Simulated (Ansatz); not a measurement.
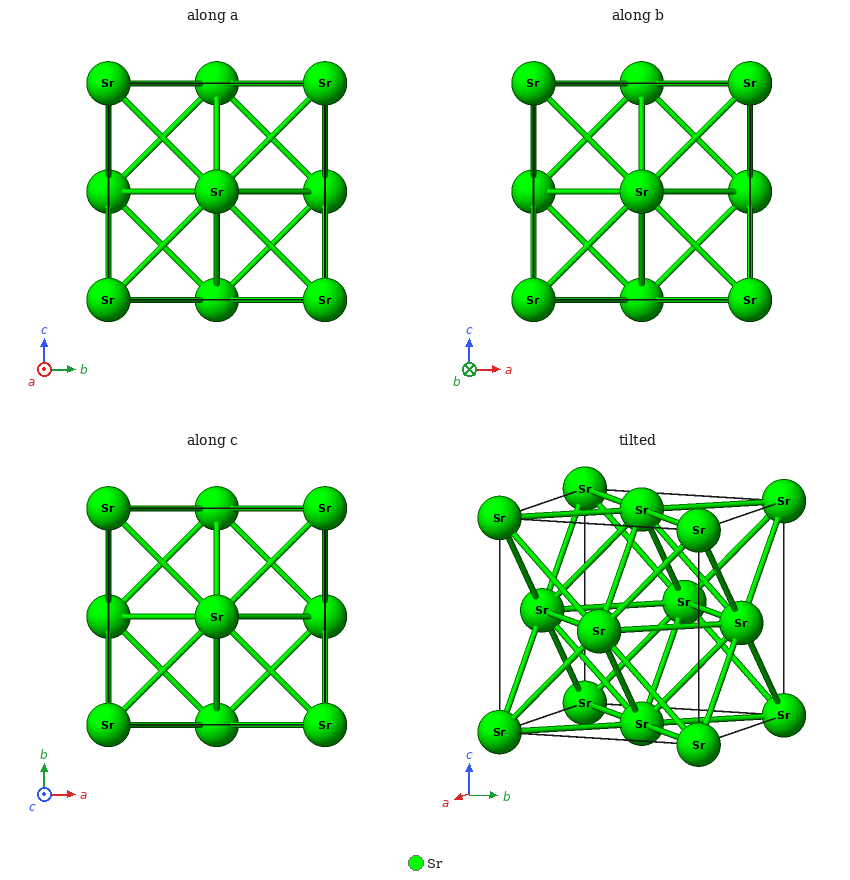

Ball-and-stick drawing of the structure, looking along the a axis, along the b axis, along the c axis and slightly off an axis. The conventional unit cell is outlined; an atom on or near a face, edge or corner is repeated at each equivalent position.

Lattice parameters: a = 6.031 Å, b = 6.031 Å, c = 6.031 Å, α = 90.00°, β = 90.00°, γ = 90.00°.

> Set out the cell and atoms as a table of Wyckoff sites.

Space group Fm-3m (No. 225).
| atom | site | x | y | z |
| --- | --- | --- | --- | --- |
| Sr | 4a | 0.0000 | 0.0000 | 0.0000 |

The cell started as the standard structure of this element. Earlier steps of the study may have refined or changed the cell and positions. Ansatz was used for an electronic-structure calculation on it.
